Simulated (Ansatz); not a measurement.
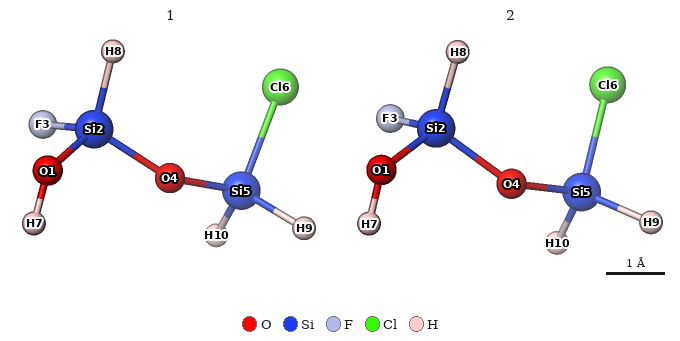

Two geometries of Si2H4O2ClF, drawn at one scale. One is the start of a relaxation, the other its converged end. A ball-and-stick model, seen at a tilt.

Theory: Ansatz, RKS PBE0-D4/def2-TZVP. Settings: force threshold 0.005 eV/Å; at most 150 steps.

Which of the two is the end point?

Answer. Structure 1 is the relaxed one. The start comes from PBE-D4/def2-SVP. The largest move after the best rigid fit is that of Cl6, 0.25 Å. By element the largest moves are Cl 0.25 Å, F 0.18 Å, H 0.16 Å, O 0.15 Å, Si 0.06 Å. Among the contacts that change: Si2–O4 1.668 → 1.624 Å, O4–Si5 1.668 → 1.625 Å, Si2–F3 1.633 → 1.591 Å, O1–Si2 1.653 → 1.618 Å. Bond angles that change, for instance: Si2–O4–Si5 139.8° → 147.9°, Si2–O1–H7 116.5° → 120.2°. Over 21 geometry steps the energy falls by 0.132 eV. Largest force component: 0.95 eV/Å at the start, 0.0031 eV/Å at the end. Cost: 2.9 min on 4 threads of Arm Neoverse N1 (shared host).
